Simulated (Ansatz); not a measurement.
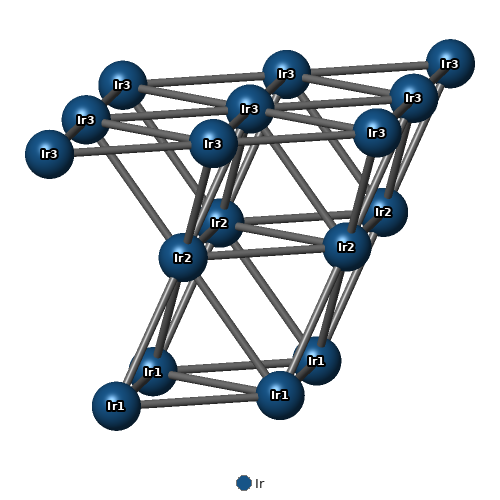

The system is C on an Ir(111) slab cut from the Fm-3m phase, its upper half relaxed before the scan (3 atoms of substrate and one adsorbate in a 1 × 1 cell); the picture shows it without the atoms that are moved over the map. 
- C is moved along a line over the surface and along the normal, above a rigid substrate.
- Coordinates scanned: (1) position of C4 along the long diagonal of the hexagonal surface cell, from above Ir3; (2) height of C4 above the plane of Ir3.
- The grid has 9 × 7 points. At 10 points there is no value (left out of the scan, as a rule where atoms come close).
- Points are written as (first, second).
- Energies are in eV, from the lowest grid point.
- All numbers below come from Ansatz, DFT LDA, scalar-relativistic, plane waves, PAW. Settings: cutoff 420 eV, k-mesh 12×12×1, gaussian smearing 0.1 eV, spin-polarised.

Range: position of C4 along the long diagonal of the hexagonal surface cell from 0.00 to 4.15 Å; height of C4 above the plane of Ir3 from 1.07 to 3.93 Å.

### Predict the map.

The lowest grid point is at (1.56 Å, 1.07 Å) [nearest 3 Ir at 1.89 Å]. It lies on the edge of the grid, but the force there points inwards, so the minimum lies inside the range. The highest grid point, (1.56 Å, 3.93 Å), lies 4.14 eV above the lowest.

```csv
"second ↓, first →",0.00,0.52,1.04,1.56,2.07,2.59,3.11,3.63,4.15
3.93,4.13,4.14,4.14,4.14,4.14,4.14,4.14,4.14,4.14
3.23,3.79,3.81,3.84,3.85,3.84,3.84,3.84,3.83,3.80
2.73,3.04,3.12,3.26,3.32,3.28,3.26,3.28,3.24,3.12
2.33,2.08,2.23,2.49,2.61,2.53,2.50,2.53,2.45,2.22
1.91,0.95,1.08,1.33,1.36,1.40,1.40,1.40,1.33,1.09
1.49,–,–,0.57,0.03,0.39,0.47,0.24,0.61,–
1.07,–,–,–,0.00,–,–,0.18,–,–
```

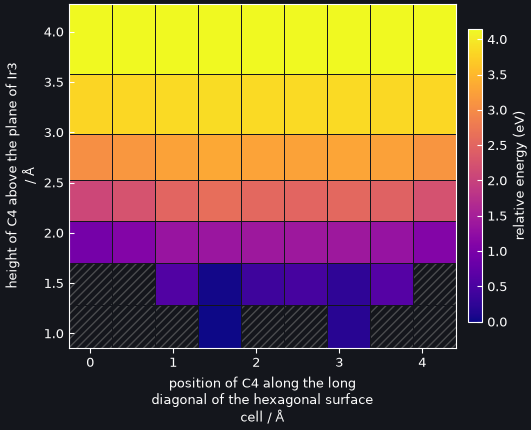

The picture shows one coloured cell a grid point, hatched blanks where no value was computed.

The whole map (53 points run) took 53 min on 1 thread of Arm Neoverse V1 (shared host).

PAW datasets: the set soft_1.
